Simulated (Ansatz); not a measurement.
# One shape, several levels: InH2Cl (SMILES [H][In]([H])[Cl])

We compute a comparison of 6 runs (B2PLYP/STO-3G, PBE/STO-3G, revPBE/STO-3G, RPA@PBE/STO-3G, MP2/STO-3G, BCCD(T)/STO-3G) of InH2Cl. 

The calculation is run with Ansatz 0.2.0.

56 further runs of the same task are left out: 2 that didn't finish, 54 set aside as unsound or not needed.

## (1) The system as given

InH2Cl has 4 atoms, charge 0, and is taken as a singlet. SMILES: `[H][In]([H])[Cl]`. The H2–In1 distance was set to 2.569 Å, away from the relaxed value. At this shape a bond of the SMILES string is far longer than usual.

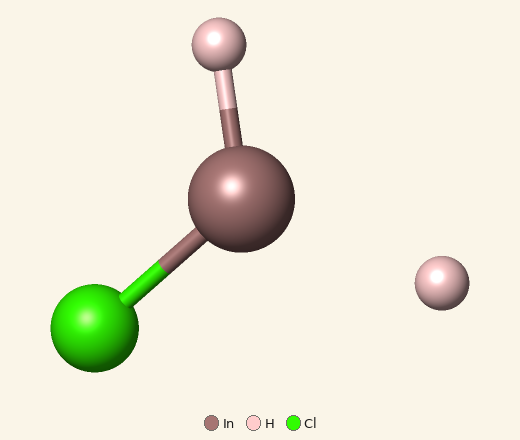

The structure, seen from a chosen angle (indium brown, hydrogen pink, chlorine green).

## (2) The energy at B2PLYP/STO-3G (run 1)

input.yaml reads:

```yaml
crystal:
  periodic: [false, false, false]
  atoms:
    - {symbol: In, position_ang: [-0.786211, 0.126085, -0.006240]}
    - {symbol: H, position_ang: [1.783010, 0.101380, 0.011370]}
    - {symbol: H, position_ang: [-1.611501, 1.626715, -0.025740]}
    - {symbol: Cl, position_ang: [-1.954561, -1.829485, 0.003000]}
basis:
  gaussian:
    orbitals: STO-3G
hamiltonian:
  xc: {name: B2PLYP}
correlation:
  frozen_orbitals: {Cl: 5, H: 0, In: 18}
accuracy: high
```

The run is started by

```bash
$ ansatz run input.yaml --threads 1 --pin off --max-ram 2610MiB --events-out events.jsonl --progress --plain --runs-dir runs
```

Log:

```text
Warning: RAYON_NUM_THREADS=1 ignored (pool sized by the plan → 1); use --threads N
Functional definition: B2PLYP
  name "B2PLYP"
  parameter a = 0.53
  parameter c = 0.27
  exchange = (1 - a)*b88_x + a*exact_x
  correlation = (1 - c)*lyp_c + c*(mp2_os + mp2_ss)
691 factors; integrals over basis functions are off by at most 4.1e-9 eV
mean field evaluation 1: about -167090.6624 eV, gradient 1.6e1 eV
mean field evaluation 2: about -167090.6468 eV, gradient 1.6e1 eV
mean field evaluation 4: about -167092.5420 eV, gradient 1.1e0 eV
mean field evaluation 8: about -167092.5494 eV, gradient 7.4e-3 eV
mean field evaluation 16: about -167092.5494 eV, gradient 5.6e-8 eV
mean field -167092.54942442 eV, -6140.5379319496 hartree, gradient 5.5e-8 eV, S^2 0.000000; 0 other end points of the search recorded, 0 dependent functions left out; unrestricted orbitals would lower it
23 core orbitals not correlated: weight in the atoms' cores, before any rotation towards them, 1.000 or more for the frozen orbitals, at most 0.000 for the correlated occupied ones
reference -167092.54944290 eV, -6140.5379326286 hartree; 11, 11 occupied and 4, 4 virtual orbitals, 691 factors
second order -1.94460430 eV of doubles, -0.00000000 eV of singles
Total energy: -167093.07448606 eV, -6140.5572276089 hartree
```

Wall time 3 s (1 thread of Arm Neoverse V1, shared host); peak memory 0.13 GiB.

## (3) The energy at PBE/STO-3G (run 2)

job.yaml reads:

```yaml
crystal:
  periodic: [false, false, false]
  atoms:
    - symbol: In
      position_ang: [-0.786211, 0.126085, -0.006240]
    - symbol: H
      position_ang: [1.783010, 0.101380, 0.011370]
    - symbol: H
      position_ang: [-1.611501, 1.626715, -0.025740]
    - symbol: Cl
      position_ang: [-1.954561, -1.829485, 0.003000]
basis:
  gaussian: {orbitals: STO-3G}
hamiltonian: {xc: pbe}
accuracy: high
```

The run is started by

```bash
$ ansatz run job.yaml --threads 1 --pin off --max-ram 2610MiB --events-out events.jsonl --progress --plain --runs-dir runs
```

Log:

```text
Warning: RAYON_NUM_THREADS=1 ignored (pool sized by the plan → 1); use --threads N
Functional definition: PBE
  name "PBE"
  parameter kappa = 0.804
  parameter beta = 0.06672455060314922
  exchange = pbe_x(kappa = kappa, mu = beta*pi^2/3)
  correlation = pbe_c(beta = beta)
691 factors; integrals over basis functions are off by at most 4.1e-9 eV
mean field evaluation 1: about -167079.1453 eV, gradient 4.4e1 eV
mean field evaluation 2: about -167067.0316 eV, gradient 5.5e1 eV
mean field evaluation 4: about -167088.3663 eV, gradient 5.2e0 eV
mean field evaluation 8: about -167088.4881 eV, gradient 2.7e-1 eV
mean field evaluation 16: about -167088.4887 eV, gradient 1.1e-7 eV
mean field -167088.48868094 eV, -6140.3887023790 hartree, gradient 4.3e-8 eV, S^2 0.000000; 0 other end points of the search recorded, 0 dependent functions left out
reference -167088.48868283 eV, -6140.3887024487 hartree; 34, 34 occupied and 4, 4 virtual orbitals, 691 factors
Total energy: -167088.48868283 eV, -6140.3887024487 hartree
```

Run time: 2 s. Hardware: 1 thread of Arm Neoverse V1, shared host; peak memory 0.1 GiB.

## (4) A single-point energy at revPBE/STO-3G (run 3)

job.yaml reads:

```yaml
basis:
  gaussian:
    orbitals: STO-3G
crystal:
  periodic: [false, false, false]
  atoms:
    - {symbol: In, position_ang: [-0.786211, 0.126085, -0.006240]}
    - {symbol: H, position_ang: [1.783010, 0.101380, 0.011370]}
    - {symbol: H, position_ang: [-1.611501, 1.626715, -0.025740]}
    - {symbol: Cl, position_ang: [-1.954561, -1.829485, 0.003000]}
hamiltonian:
  xc: {name: revPBE}
accuracy: high
```

The run is started by

```bash
$ ansatz run job.yaml --threads 1 --pin off --max-ram 2610MiB --events-out events.jsonl --progress --plain --runs-dir runs
```

Log:

```text
Warning: RAYON_NUM_THREADS=1 ignored (pool sized by the plan → 1); use --threads N
Functional definition: revPBE
  name "revPBE"
  parameter kappa = 1.245
[... 3 set-up lines as earlier in the session ...]
691 factors; integrals over basis functions are off by at most 4.1e-9 eV
mean field evaluation 1: about -167089.8329 eV, gradient 4.4e1 eV
mean field evaluation 2: about -167078.7846 eV, gradient 5.2e1 eV
mean field evaluation 4: about -167099.1067 eV, gradient 3.4e0 eV
mean field evaluation 8: about -167099.1190 eV, gradient 2.3e-1 eV
mean field evaluation 16: about -167099.1193 eV, gradient 1.4e-7 eV
mean field -167099.11934617 eV, -6140.7793721206 hartree, gradient 3.7e-8 eV, S^2 0.000000; 0 other end points of the search recorded, 0 dependent functions left out
reference -167099.11934853 eV, -6140.7793722074 hartree; 34, 34 occupied and 4, 4 virtual orbitals, 691 factors
Total energy: -167099.11934853 eV, -6140.7793722074 hartree
```

Run time: 2 s. Hardware: 1 thread of Arm Neoverse V1, shared host; peak memory 0.1 GiB.

Runs 4 to 5 aren't shown in full; the table further down has their settings and results.

## (5) The energy at BCCD(T)/STO-3G (run 6)

run.yaml reads:

```yaml
basis:
  gaussian: {orbitals: STO-3G}
crystal:
  periodic: [false, false, false]
  atoms:
    - {symbol: In, position_ang: [-0.786211, 0.126085, -0.006240]}
    - {symbol: H, position_ang: [1.783010, 0.101380, 0.011370]}
    - {symbol: H, position_ang: [-1.611501, 1.626715, -0.025740]}
    - {symbol: Cl, position_ang: [-1.954561, -1.829485, 0.003000]}
correlation: {method: bccd_t, frozen_orbitals: {Cl: 5, H: 0, In: 18}}
accuracy: high
scf: {omitted_lower_state_checks: [cluster_reference, increment]}
```

The run is started by

```bash
$ ansatz run run.yaml --threads 1 --pin off --max-ram 2610MiB --events-out events.jsonl --progress --plain --runs-dir runs
```

Log (excerpt; [...] marks lines left out):

```text
Warning: RAYON_NUM_THREADS=1 ignored (pool sized by the plan → 1); use --threads N
Functional definition: HF
  name "HF"
[...]
691 factors; integrals over basis functions are off by at most 4.1e-9 eV
[...]
mean field -167038.65670909 eV, -6138.5574111911 hartree, gradient 2.7e-8 eV, S^2 0.000000; 0 other end points of the search recorded, 0 dependent functions left out; unrestricted orbitals would lower it
23 core orbitals not correlated: weight in the atoms' cores, before any rotation towards them, 1.000 or more for the frozen orbitals, at most 0.000 for the correlated occupied ones
reference -167038.65670909 eV, -6138.5574111911 hartree; 11, 11 occupied and 4, 4 virtual orbitals, 691 factors
second order -1.33394270 eV of doubles, -0.00000000 eV of singles
cycle   1  -1.82858668 eV  change   -4.9e-1 eV  update   9.8e-2
[...]
cycle  23  -2.22553290 eV  change   3.7e-10 eV  update  2.7e-10
perturbative correction -0.04680775 eV, -0.0017201530 hartree
Total energy: -167040.92904974 eV, -6138.6409181695 hartree
Checks for a lower state left out: cluster_reference, increment
```

Run time: 0.85 s. Hardware: 1 thread of Arm Neoverse V1, shared host; peak memory 0.095 GiB.

## (6) Overview of the runs

| run | level | frozen core orbitals | energy (Eh) | wall time |
| --- | --- | --- | --- | --- |
| 1 | B2PLYP/STO-3G | 23 | -6140.557228 | 3 s |
| 2 | PBE/STO-3G | – | -6140.388702 | 2 s |
| 3 | revPBE/STO-3G | – | -6140.779372 | 2 s |
| 4 | RPA@PBE/STO-3G | 23 | -6138.658697 | 3.3 s |
| 5 | MP2/STO-3G | 23 | -6138.606433 | 0.77 s |
| 6 | BCCD(T)/STO-3G | 23 | -6138.640918 | 0.85 s |

## (7) Results

| quantity | value |
| --- | --- |
| run 6: total energy | -6138.64092 Eh |
| run 6: correlation energy (23 core orbitals frozen) | -83.5 mEh |
| run 6: (T) correction | -1.72 mEh |

What this shows: Totals of different functionals can't be ranked against each other. In runs 1, 5, 6 the log says that unrestricted orbitals would lower the reference, so the values rest on an unstable closed-shell determinant (other closed-shell runs at this shape may share the fault). In runs 1, 2, 3, 4, 5, 6 the basis is minimal, so the values are rough. In runs 1, 2, 3, 4, 5, 6 relativity is left out where basis or elements ask for it. All runs together took 12 s, the longest 3.3 s.
